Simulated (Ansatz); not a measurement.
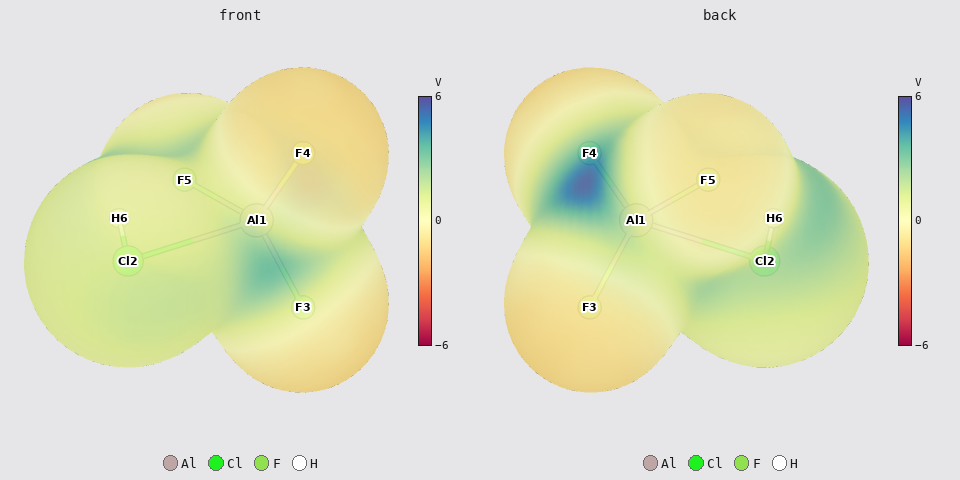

Figure 1: AlClF3H. The molecular electrostatic potential painted on the density surface at 0.004 e/bohr³, seen from the front and from behind; red is negative and blue positive.

The calculation used RKS PBE-D4/cc-pVDZ in Ansatz 0.2.0.

The calculation's input:

```
crystal:
  periodic: [false, false, false]
  atoms:
    - { symbol: Al, position_ang: [0.021766, -0.456452, -0.47734] }
    - { symbol: Cl, position_ang: [0.021104, -0.057661, 2.919902] }
    - { symbol: F, position_ang: [1.47988, 0.24242, -0.956422] }
    - { symbol: F, position_ang: [-1.463344, 0.19381, -0.941695] }
    - { symbol: F, position_ang: [0.049101, -1.932126, 0.359356] }
    - { symbol: H, position_ang: [0.036793, -1.28619, 2.376999] }
basis:
  gaussian: { orbitals: cc-pVDZ }
hamiltonian:
  xc: pbe
  dispersion: d4
relax:
  f_tol: 0.03
  max_steps: 50
output:
  orbitals: {}
```

Command:

```sh
ansatz run input.yaml --threads 1 --pin off --max-ram 2048MiB --backend cpu --events-out ev --progress --plain --runs-dir out
```

The fields are those of the run's last geometry, not of the input's.

> Where is the surface potential most negative and most positive?

The most negative region (about −1.2 V, or −28 kcal/mol for a unit charge) lies over F3 and F4, the most positive (about +5.0 V, or +115 kcal/mol for a unit charge) over Al1.
